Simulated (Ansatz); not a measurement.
**AlGaHO+ (triplet): the correlation ladder, cc-pVDZ**

Aim: climb from Hartree-Fock through coupled cluster and multireference methods for AlGaHO+ (triplet) at one geometry and basis, and see what each rung misses.

Program: Ansatz 0.2.0, Gaussian basis. Level of theory: cc-pVDZ, core rule «outside noble gas», up to 20 orbitals frozen. These are calculated values, not measurements.

Plan: UHF; CCSD(T) on ROHF; CCSD(T) on UHF; BCCD(T) on ROHF; CISD as a restricted active space (open shells left free, so some higher excitations enter); CCSDT(Q) on ROHF; CCSDT(Q) on UHF; CASSCF and NEVPT2, 10 electrons in 10 orbitals.

28 further runs of the same task are left out: 1 for a known fault of the program, 15 that didn't finish, 12 set aside as unsound or not needed. Runs told in other sessions of the task aren't counted.

## 1. What is computed

The geometry is a PBE0/def2-TZVP stationary point (not a proven minimum) of the parent state, kept for this charge and spin. No spin-orbit coupling is included. The filled d shell of Ga may be among the frozen orbitals whatever the setting's name suggests.

4 atoms, charge 1, spin multiplicity 3.

Atoms are counted from 1 here; the program's logs count them from 0.

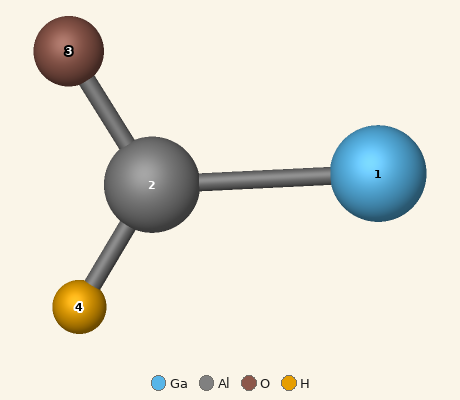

The geometry (gallium blue, aluminium grey, oxygen brown, hydrogen amber); atoms are numbered from 1 in the order of the file.

In the tables R marks a restricted open-shell determinant and U an unrestricted one; 'frontier' is the active space of 10 electrons in 10 orbitals; energies count from the table's Hartree-Fock row.

## 2. UHF

in.yaml reads:

```yaml
crystal:
  periodic: [false, false, false]
  atoms:
    - {symbol: Ga, position_ang: [0.000000, -0.063778, 1.117653]}
    - {symbol: Al, position_ang: [0.000000, 0.534774, -1.326746]}
    - {symbol: O, position_ang: [0.000000, -0.751594, -2.515678]}
    - {symbol: H, position_ang: [0.000000, 2.026705, -1.864334]}
basis:
  gaussian: {orbitals: cc-pVDZ}
total_charge: 1
magnetization: {spin_polarized: true, initial_magnetization: 2}
hamiltonian: {xc: hf}
output: {orbitals: {seedname: orbitals}}
```

Command:

```
> ansatz run in.yaml --threads 1 --pin off --events-out ev --progress --plain --max-ram 2393MiB
```

Standard output:

```text
Functional definition: HF
  name "HF"
  cite "Fock, Z. Phys. 61, 126 (1930) doi:10.1007/BF01340294"
  parent pbe
  exchange = exact_x
  correlation = 0
675 factors; integrals over basis functions are off by at most 8.0e-4 eV
mean field evaluation 1: about -60936.3624 eV, gradient 6.1e1 eV
mean field evaluation 2: about -60936.4110 eV, gradient 6.1e1 eV
mean field evaluation 4: about -60945.1210 eV, gradient 4.0e1 eV
mean field evaluation 8: about -60961.6829 eV, gradient 2.4e0 eV
mean field evaluation 16: about -60961.7854 eV, gradient 4.0e-2 eV
mean field evaluation 32: about -60961.6946 eV, gradient 2.2e-1 eV
mean field evaluation 64: about -60958.2390 eV, gradient 1.5e0 eV
mean field evaluation 96: about -60953.4972 eV, gradient 1.2e1 eV
mean field evaluation 128: about -60957.7610 eV, gradient 5.1e0 eV
mean field evaluation 160: about -60958.3893 eV, gradient 5.3e0 eV
mean field evaluation 192: about -60955.8905 eV, gradient 4.2e0 eV
mean field evaluation 224: about -60955.3605 eV, gradient 5.9e0 eV
mean field evaluation 256: about -60961.7854 eV, gradient 5.4e-4 eV
mean field evaluation 288: about -60945.9702 eV, gradient 4.5e1 eV
mean field -60961.78536167 eV, -2240.3042906592 hartree, gradient 1.3e-5 eV, S^2 2.031447; 4 other end points of the search recorded, 0 dependent functions left out
reference -60961.78536167 eV, -2240.3042906592 hartree; 27, 25 occupied and 37, 39 virtual orbitals, 675 factors
Total energy: -60961.78536167 eV, -2240.3042906592 hartree
```

Wall time 7 s (1 thread of Arm Neoverse V2, shared host).

From the report: ⟨S²⟩ of the determinant 2.031 (pure triplet: 2.00).

## 3. CCSD(T) on ROHF

in.yaml: that of step 2 with these lines changed.

```diff
@@ -10,4 +10,3 @@
 total_charge: 1
-magnetization: {spin_polarized: true, initial_magnetization: 2}
-hamiltonian: {xc: hf}
-output: {orbitals: {seedname: orbitals}}
+magnetization: {spin_polarized: false, initial_magnetization: 2}
+correlation: {method: ccsd_t, electrons: outside_noble_gas}
```

Launched as before.

Standard output, shortened:

```text
Functional definition: HF
  name "HF"
  cite "Fock, Z. Phys. 61, 126 (1930) doi:10.1007/BF01340294"
  parent pbe
[...]
675 factors; integrals over basis functions are off by at most 8.0e-4 eV
[...]
mean field -60961.55244413 eV, -2240.2957310975 hartree, gradient 2.4e-6 eV, S^2 2.000000; 18 other end points of the search recorded, 0 dependent functions left out
[...]
determinant -60961.55244413 eV, -2240.2957310975 hartree, with singles and doubles -60968.57898409 eV, -2240.5539516782 hartree
determinant -60961.34786716 eV, -2240.2882130324 hartree, with singles and doubles -60968.34299973 eV, -2240.5452794129 hartree
determinant -60960.12890973 eV, -2240.2434171731 hartree, with singles and doubles -60967.27373503 eV, -2240.5059846598 hartree
determinant -60959.71842314 eV, -2240.2283320690 hartree, with singles and doubles -60966.92629973 eV, -2240.4932166481 hartree
[...]
determinant -60959.39224316 eV, -2240.2163451758 hartree, with singles and doubles -60966.59073305 eV, -2240.4808848002 hartree
determinant -60959.19130204 eV, -2240.2089607259 hartree, with singles and doubles -60966.34558970 eV, -2240.4718759480 hartree
determinant -60961.55244413 eV, -2240.2957310975 hartree, with singles and doubles -60968.58396785 eV, -2240.5541348282 hartree
determinant -60961.34786716 eV, -2240.2882130324 hartree, with singles and doubles -60968.34593756 eV, -2240.5453873763 hartree
20 core orbitals not correlated: weight in the atoms' cores, before any rotation towards them, 0.997 or more for the frozen orbitals, at most 0.004 for the correlated occupied ones
reference -60961.55244413 eV, -2240.2957310975 hartree; 7, 5 occupied and 37, 39 virtual orbitals, 675 factors
second order -5.95598623 eV of doubles, -0.13112970 eV of singles
cycle   1  -7.03152221 eV  change    1.5e-6 eV  update   5.8e-6
perturbative correction -0.16105658 eV, -0.0059187201 hartree
Total energy: -60968.74502291 eV, -2240.5600534924 hartree
```

Wall time 34 s (1 thread of Arm Neoverse V2, shared host).

From the report: correlation -7.1926 eV; T1 0.034; largest double amplitude 0.04.

## 4. CCSD(T) on UHF

in.yaml: that of step 3 with these lines changed.

```diff
@@ -10,3 +10,3 @@
 total_charge: 1
-magnetization: {spin_polarized: false, initial_magnetization: 2}
+magnetization: {spin_polarized: true, initial_magnetization: 2}
 correlation: {method: ccsd_t, electrons: outside_noble_gas}
```

The command is unchanged.

Standard output, shortened:

```text
Functional definition: HF
  name "HF"
  cite "Fock, Z. Phys. 61, 126 (1930) doi:10.1007/BF01340294"
  parent pbe
[...]
675 factors; integrals over basis functions are off by at most 8.0e-4 eV
[...]
mean field -60961.78536167 eV, -2240.3042906592 hartree, gradient 2.8e-6 eV, S^2 2.031447; 18 other end points of the search recorded, 0 dependent functions left out
determinant -60961.78536167 eV, -2240.3042906592 hartree, with singles and doubles -60968.59202082 eV, -2240.5544307691 hartree
determinant -60961.58182496 eV, -2240.2968108231 hartree, with singles and doubles -60968.35544213 eV, -2240.5457366628 hartree
determinant -60959.93362370 eV, -2240.2362405440 hartree, with singles and doubles -60966.92058691 eV, -2240.4930067060 hartree
determinant -60959.80328944 eV, -2240.2314508480 hartree, with singles and doubles -60966.81434157 eV, -2240.4891022615 hartree
determinant -60959.66655953 eV, -2240.2264261166 hartree, with singles and doubles -60966.58078338 eV, -2240.4805191564 hartree
determinant -60959.43763540 eV, -2240.2180133102 hartree, with singles and doubles -60966.33080204 eV, -2240.4713325116 hartree
determinant -60961.78536167 eV, -2240.3042906592 hartree, with singles and doubles -60968.59721809 eV, -2240.5546217652 hartree
determinant -60961.58182496 eV, -2240.2968108231 hartree, with singles and doubles -60968.35859605 eV, -2240.5458525672 hartree
20 core orbitals not correlated, not the lowest: weight in the atoms' cores, before any rotation towards them, 0.969 or more for the frozen orbitals, at most 0.054 for the correlated occupied ones
reference -60961.78536167 eV, -2240.3042906592 hartree; 7, 5 occupied and 37, 39 virtual orbitals, 675 factors
second order -5.87081220 eV of doubles, -0.00000000 eV of singles
cycle   1  -6.81185426 eV  change    2.2e-6 eV  update   5.6e-6
perturbative correction -0.15470131 eV, -0.0056851683 hartree
Total energy: -60968.75191724 eV, -2240.5603068542 hartree
```

Wall time 29 s (1 thread of Arm Neoverse V2, shared host).

From the report: ⟨S²⟩ of the determinant 2.031 (pure triplet: 2.00); correlation -6.9666 eV; T1 0.026; largest double amplitude 0.04.

## 5. BCCD(T) on ROHF

in.yaml: that of step 4 with these lines changed.

```diff
@@ -10,3 +10,3 @@
 total_charge: 1
-magnetization: {spin_polarized: true, initial_magnetization: 2}
-correlation: {method: ccsd_t, electrons: outside_noble_gas}
+magnetization: {spin_polarized: false, initial_magnetization: 2}
+correlation: {method: bccd_t, electrons: outside_noble_gas}
```

Same command.

Standard output, shortened:

```text
Functional definition: HF
  name "HF"
  cite "Fock, Z. Phys. 61, 126 (1930) doi:10.1007/BF01340294"
  parent pbe
[...]
675 factors; integrals over basis functions are off by at most 8.0e-4 eV
[...]
mean field -60961.55244413 eV, -2240.2957310975 hartree, gradient 2.4e-6 eV, S^2 2.000000; 18 other end points of the search recorded, 0 dependent functions left out
[...]
determinant -60961.55244413 eV, -2240.2957310975 hartree, with singles and doubles -60968.57898409 eV, -2240.5539516782 hartree
determinant -60961.34786716 eV, -2240.2882130324 hartree, with singles and doubles -60968.34299973 eV, -2240.5452794129 hartree
determinant -60960.12890973 eV, -2240.2434171731 hartree, with singles and doubles -60967.27373503 eV, -2240.5059846598 hartree
determinant -60959.71842314 eV, -2240.2283320690 hartree, with singles and doubles -60966.92629973 eV, -2240.4932166481 hartree
[...]
determinant -60959.19130204 eV, -2240.2089607259 hartree, with singles and doubles -60966.34558970 eV, -2240.4718759480 hartree
determinant -60961.55244413 eV, -2240.2957310975 hartree, with singles and doubles -60968.58396785 eV, -2240.5541348282 hartree
determinant -60961.34786716 eV, -2240.2882130324 hartree, with singles and doubles -60968.34593756 eV, -2240.5453873763 hartree
20 core orbitals not correlated: weight in the atoms' cores, before any rotation towards them, 0.997 or more for the frozen orbitals, at most 0.004 for the correlated occupied ones
reference -60961.55244413 eV, -2240.2957310975 hartree; 7, 5 occupied and 37, 39 virtual orbitals, 675 factors
second order -5.95598623 eV of doubles, -0.13112970 eV of singles
cycle   1  -7.01402509 eV  change    1.7e-2 eV  update   1.4e-2
[...]
cycle  14  -7.01301297 eV  change   -4.8e-6 eV  update   9.2e-6
perturbative correction -0.18007731 eV, -0.0066177191 hartree
Total energy: -60968.74553441 eV, -2240.5600722895 hartree
```

It took 36 s on 1 thread of Arm Neoverse V2, shared host.

From the report: correlation -7.1931 eV; largest double amplitude 0.04.

## 6. CISD as a restricted active space (open shells left free, so some higher excitations enter)

in.yaml: that of step 5 with these lines changed.

```diff
@@ -11,2 +11,2 @@
 magnetization: {spin_polarized: false, initial_magnetization: 2}
-correlation: {method: bccd_t, electrons: outside_noble_gas}
+correlation: {active_space: {ras: {orbitals: [5, 2, 37], electrons: 12, max_holes: 2, max_particles: 2}, fixed_orbitals: true}}
```

Launched as before.

Standard output, shortened:

```text
Functional definition: HF
  name "HF"
  cite "Fock, Z. Phys. 61, 126 (1930) doi:10.1007/BF01340294"
  parent pbe
[...]
675 factors; integrals over basis functions are off by at most 8.0e-4 eV
[...]
mean field -60961.55244413 eV, -2240.2957310975 hartree, gradient 2.4e-6 eV, S^2 2.000000; 14 other end points of the search recorded, 0 dependent functions left out
reference -60961.55244413 eV, -2240.2957310975 hartree; 27, 25 occupied and 37, 39 virtual orbitals, 675 factors
state -60967.98237285 eV, -2240.5320266195 hartree
Total energy: -60967.98237285 eV, -2240.5320266195 hartree
```

Wall time 12 s (1 thread of Arm Neoverse V2, shared host).

From the report: 156,594 determinants.

## 7. CCSDT(Q) on ROHF

in.yaml: that of step 6 with these lines changed.

```diff
@@ -11,2 +11,2 @@
 magnetization: {spin_polarized: false, initial_magnetization: 2}
-correlation: {active_space: {ras: {orbitals: [5, 2, 37], electrons: 12, max_holes: 2, max_particles: 2}, fixed_orbitals: true}}
+correlation: {method: ccsdt_q, electrons: outside_noble_gas}
```

Launched as before.

Standard output, shortened:

```text
Functional definition: HF
  name "HF"
  cite "Fock, Z. Phys. 61, 126 (1930) doi:10.1007/BF01340294"
  parent pbe
[...]
1196 factors; integrals over basis functions are off by at most 1.4e-7 eV
[...]
mean field -60961.55255297 eV, -2240.2957350973 hartree, gradient 2.6e-6 eV, S^2 2.000000; 18 other end points of the search recorded, 0 dependent functions left out
[...]
determinant -60961.55255297 eV, -2240.2957350973 hartree, with singles and doubles -60968.57910264 eV, -2240.5539560347 hartree
determinant -60961.34797729 eV, -2240.2882170795 hartree, with singles and doubles -60968.34312055 eV, -2240.5452838531 hartree
determinant -60960.12902456 eV, -2240.2434213931 hartree, with singles and doubles -60967.27386236 eV, -2240.5059893392 hartree
determinant -60959.71853481 eV, -2240.2283361729 hartree, with singles and doubles -60966.92641876 eV, -2240.4932210225 hartree
[...]
determinant -60959.19141047 eV, -2240.2089647109 hartree, with singles and doubles -60966.34570571 eV, -2240.4718802114 hartree
determinant -60961.55255297 eV, -2240.2957350973 hartree, with singles and doubles -60968.58408625 eV, -2240.5541391791 hartree
determinant -60961.34797729 eV, -2240.2882170795 hartree, with singles and doubles -60968.34605868 eV, -2240.5453918273 hartree
20 core orbitals not correlated: weight in the atoms' cores, before any rotation towards them, 0.997 or more for the frozen orbitals, at most 0.004 for the correlated occupied ones
reference -60961.55255297 eV, -2240.2957350973 hartree; 7, 5 occupied and 37, 39 virtual orbitals, 1196 factors
second order -5.95602321 eV of doubles, -0.13113014 eV of singles
cycle   1  -6.63849971 eV  change   -5.5e-1 eV  update   9.9e-2
[...]
cycle  37  -7.22689191 eV  change    1.1e-7 eV  update   1.5e-6
perturbative correction -0.01395778 eV, -0.0005129390 hartree
Total energy: -60968.79340267 eV, -2240.5618314155 hartree
```

Run time: 1.9 min. Hardware: 1 thread of Arm Neoverse V2, shared host; peak memory 0.71 GiB.

From the report: correlation -7.2408 eV; T1 0.037; largest double amplitude 0.04.

## 8. CCSDT(Q) on UHF

in.yaml: that of step 7 with these lines changed.

```diff
@@ -10,3 +10,3 @@
 total_charge: 1
-magnetization: {spin_polarized: false, initial_magnetization: 2}
+magnetization: {spin_polarized: true, initial_magnetization: 2}
 correlation: {method: ccsdt_q, electrons: outside_noble_gas}
```

Same command.

Standard output, shortened:

```text
Functional definition: HF
  name "HF"
  cite "Fock, Z. Phys. 61, 126 (1930) doi:10.1007/BF01340294"
  parent pbe
[...]
1196 factors; integrals over basis functions are off by at most 1.4e-7 eV
[...]
mean field -60961.78547163 eV, -2240.3042947001 hartree, gradient 2.7e-6 eV, S^2 2.031447; 18 other end points of the search recorded, 0 dependent functions left out
determinant -60961.78547163 eV, -2240.3042947001 hartree, with singles and doubles -60968.59213946 eV, -2240.5544351293 hartree
determinant -60961.58193602 eV, -2240.2968149042 hartree, with singles and doubles -60968.35556341 eV, -2240.5457411198 hartree
determinant -60959.93373371 eV, -2240.2362445868 hartree, with singles and doubles -60966.92070563 eV, -2240.4930110690 hartree
determinant -60959.80339960 eV, -2240.2314548964 hartree, with singles and doubles -60966.81446200 eV, -2240.4891066875 hartree
[...]
determinant -60959.43774328 eV, -2240.2180172745 hartree, with singles and doubles -60966.33093319 eV, -2240.4713373314 hartree
determinant -60961.78547163 eV, -2240.3042947001 hartree, with singles and doubles -60968.59733666 eV, -2240.5546261229 hartree
determinant -60961.58193602 eV, -2240.2968149042 hartree, with singles and doubles -60968.35871731 eV, -2240.5458570233 hartree
20 core orbitals not correlated, not the lowest: weight in the atoms' cores, before any rotation towards them, 0.969 or more for the frozen orbitals, at most 0.054 for the correlated occupied ones
reference -60961.78547163 eV, -2240.3042947001 hartree; 7, 5 occupied and 37, 39 virtual orbitals, 1196 factors
second order -5.87084737 eV of doubles, -0.00000000 eV of singles
cycle   1  -6.41786052 eV  change   -5.5e-1 eV  update   9.8e-2
[...]
cycle  38  -7.00127551 eV  change    1.5e-7 eV  update   1.2e-6
perturbative correction -0.01724118 eV, -0.0006336016 hartree
Total energy: -60968.80398832 eV, -2240.5622204312 hartree
```

Wall time 1.7 min (1 thread of Arm Neoverse V2, shared host); peak memory 0.57 GiB.

From the report: ⟨S²⟩ of the determinant 2.031 (pure triplet: 2.00); correlation -7.0185 eV; T1 0.028; largest double amplitude 0.04.

## 9. CASSCF and NEVPT2, 10 electrons in 10 orbitals

in.yaml: that of step 8 with these lines changed.

```diff
@@ -10,3 +10,3 @@
 total_charge: 1
-magnetization: {spin_polarized: true, initial_magnetization: 2}
-correlation: {method: ccsdt_q, electrons: outside_noble_gas}
+magnetization: {spin_polarized: false, initial_magnetization: 2}
+correlation: {method: sc_nevpt2, electrons: outside_noble_gas, active_space: {window: {electrons: 10, orbitals: 10}}}
```

The command is unchanged.

Standard output, shortened:

```text
Functional definition: HF
  name "HF"
  cite "Fock, Z. Phys. 61, 126 (1930) doi:10.1007/BF01340294"
  parent pbe
[...]
675 factors; integrals over basis functions are off by at most 8.0e-4 eV
[...]
mean field -60961.55244413 eV, -2240.2957310975 hartree, gradient 2.4e-6 eV, S^2 2.000000; 14 other end points of the search recorded, 0 dependent functions left out
reference -60961.55244413 eV, -2240.2957310975 hartree; 27, 25 occupied and 37, 39 virtual orbitals, 675 factors
state -60964.39003158 eV, -2240.4000105127 hartree
state -60964.39003158 eV, -2240.4000105127 hartree; corrected -60967.52886380 eV, -2240.5153604692 hartree
state -60963.96332746 eV, -2240.3843294258 hartree
state -60963.96332746 eV, -2240.3843294258 hartree; corrected -60967.54248358 eV, -2240.5158609870 hartree
state -60963.96332746 eV, -2240.3843294258 hartree; corrected -60967.54248358 eV, -2240.5158609870 hartree
WARN: the results are in doubt because another end's mean lies 0.427 eV lower, and its corrected mean 0.014 eV higher
Total energy: -60967.54248358 eV, -2240.5158609870 hartree
In doubt: another end's mean lies 0.427 eV lower, and its corrected mean 0.014 eV higher
```

It took 1.7 min on 1 thread of Arm Neoverse V2, shared host.

From the report: 32,144 determinants; active occupations 2.00, 1.98, 1.97, 1.97, 1.00, 0.99, 0.03, 0.03, 0.02, 0.01. Mind the lines of doubt at the end of the log.

## 10. The ladder

The yardstick is UCCSDT(Q), where the cluster series has nearly closed. Rows without a time are mean-field rows or come out of runs for another level: lower rungs of the coupled-cluster runs, CASSCF and MRCISD of the multireference runs, or the Hartree-Fock search.

Differences are taken before rounding.

```csv
method,energy from the lowest ROHF (kcal/mol),from UCCSDT(Q) (kcal/mol),time
ROHF,0.00,+167.22,
UHF,-5.37,+161.85,
RMP2,-140.37,+26.85,
UMP2,-140.76,+26.47,
RCCSD,-162.15,+5.07,
UCCSD,-162.46,+4.77,
RCCSD(T),-165.86,+1.36,34 s
UCCSD(T),-166.02,+1.20,29 s
BCCD(T),-165.88,+1.35,36 s
RCCSDT,-166.66,+0.57,
UCCSDT,-166.83,+0.40,
RCCSDT(Q),-166.98,+0.24,1.9 min
UCCSDT(Q),-167.22,0,1.7 min
```

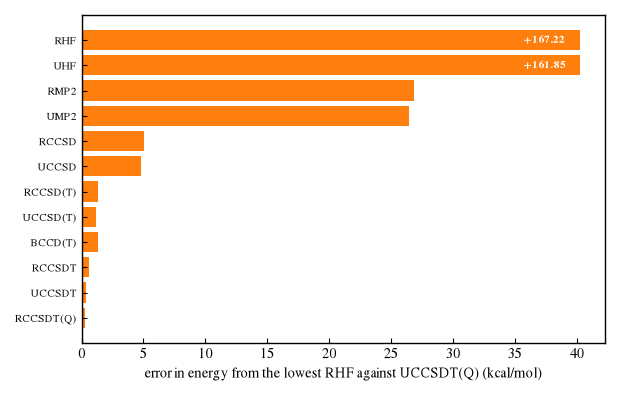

Deviations from UCCSDT(Q), method by method. Bars with a number in them are cut short.

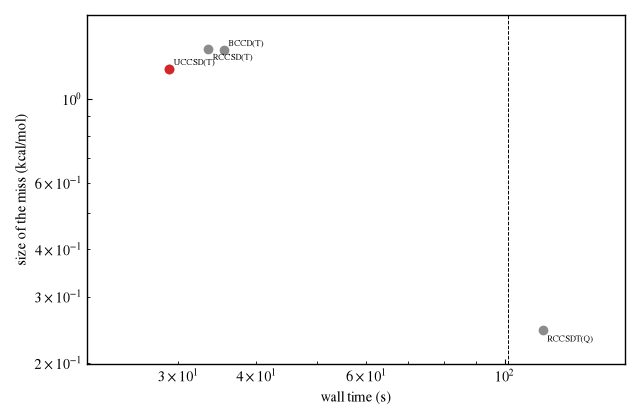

Miss against cost. Red marks the levels that no quicker level drawn beats (of those quicker than the yardstick), and the dashed line is the time of UCCSDT(Q). Times are from a shared host.

Not comparable, so not listed: CISD as a restricted active space (open shells left free, so some higher excitations enter) (they don't share determinant, frozen orbitals or solution with the rows shown, or repeat one).

Left out of the table: CASSCF frontier, NEVPT2 frontier (the active space lost an orbital or holds another state than full CI finds).

## 11. Results

```
                         quantity                      value
    UCCSDT(Q) from the ROHF energy                 -7.2515 eV
              RMP2 from UCCSDT(Q)            +26.85 kcal/mol
              UMP2 from UCCSDT(Q)            +26.47 kcal/mol
             RCCSD from UCCSDT(Q)             +5.07 kcal/mol
          RCCSD(T) from UCCSDT(Q)             +1.36 kcal/mol
          UCCSD(T) from UCCSDT(Q)             +1.20 kcal/mol
         RCCSDT(Q) from UCCSDT(Q)             +0.24 kcal/mol
levels within 1 kcal/mol (43 meV)  RCCSDT, UCCSDT, RCCSDT(Q)
                    T1 diagnostic                      0.034
```

**Reading.** RCCSD(T) misses by +1.36 kcal/mol, 0.8 % of the correlation energy. These misses are within one basis, not against nature; the frozen cores of restricted and unrestricted runs differ, which can shift their rows.

UCCSD(T) reaches 1.20 kcal/mol from the reference in 29 s, where UCCSDT(Q) took 1.7 min.
